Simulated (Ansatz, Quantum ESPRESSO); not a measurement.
# Hf2CO2 MXene, 1 layer: the dipole at a withheld member of a series

**Set-up.** Quantum ESPRESSO 7.5, PBE, GBRV ultrasoft. Cell and atoms are relaxed without a field with a D3(BJ) correction and then held. Sawtooth field with dipole correction, 17 Å of vacuum in the starting cell, Fermi-Dirac smearing of 0.002 Ry; bands along a path at each field. The series steps the field along the normal.

| field along the normal | dipole (e Å) |
| --- | --- |
| 0 V/Å | 0.0000 |
| 0.05 V/Å | 0.0140 |
| 0.1 V/Å | 0.0281 |
| 0.2 V/Å | 0.0561 |
| 0.3 V/Å | 0.0843 |

One more run was made and is withheld. What is the dipole at 0.4 V/Å?

**Worked estimate.** The rows at 0.2 V/Å and 0.3 V/Å give a slope of (0.0843 − (0.0561))/(0.3 − (0.2)) = 0.282, so a straight line gives 0.1125 e Å. A parabola through these and the row at 0.1 V/Å gives 0.1127 e Å.

**The withheld run.** 0.1124 e Å. The line misses by +0.0001 and the parabola by +0.0003 e Å. Both misses are under 5 % of the step from the nearer row.

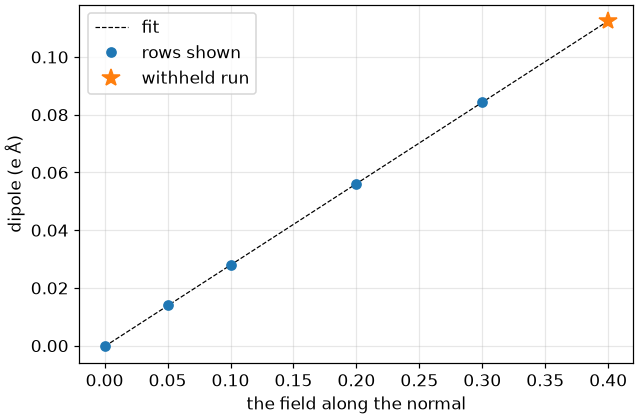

The rows shown, the fit and the withheld run.

Caveats: Ions are held; semilocal gaps are too small; in strong fields empty levels can belong to the vacuum; one stacking. Members without a usable value, or on the other side of zero field or charge, are not listed.
